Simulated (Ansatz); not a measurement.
[NH3]+ (SMILES [NH3+]): where methods fail along a bond

[NH3]+: 4 atoms, total charge +1, spin state doublet. SMILES: `[NH3+]`. Geometry: relaxed at GFN2-xTB.

| atom | x (Å) | y (Å) | z (Å) |
| --- | --- | --- | --- |
| N | 0.0001 | -0.0008 | -0.0003 |
| H | 0.5107 | -0.2387 | 0.8593 |
| H | -0.9955 | -0.2395 | -0.0898 |
| H | 0.4846 | 0.4791 | -0.7692 |

The N1–H2 distance is scanned; the parts on either side stay rigid. Basis 6-31G(d), 1 core orbital frozen in the correlated methods; program Ansatz 0.2.0. FCI is exact within this basis and core. Energies in eV from each method's value at 1.028 Å; open shells run as named. The shape above is that at 1.028 Å.

```tsv
distance (Å)	UPBE	UCCSDT	UCCSDT(Q)	UCCSDTQ	FCI
1.028	0.00	0.00	0.00	0.00	0.00
1.285	0.76	0.82	0.82	0.82	0.82
1.542	2.05	2.15	2.15	2.15	2.15
2.056	4.03	4.24	4.23	4.23	4.23
2.569	4.85	5.34	5.34	5.34	5.34
```

Departure from the FCI curve at its largest: UPBE -0.49 eV at 2.57 Å; UCCSDT +0.01 eV at 2.06 Å; UCCSDT(Q) within 0.005 eV; UCCSDTQ within 0.005 eV. For the functionals part of the departure is owed to the small basis.

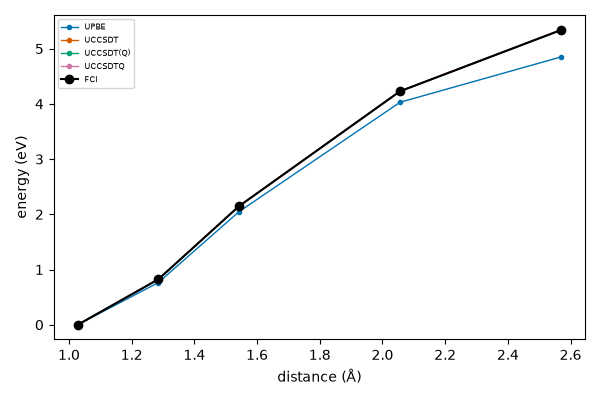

The curves of the table.
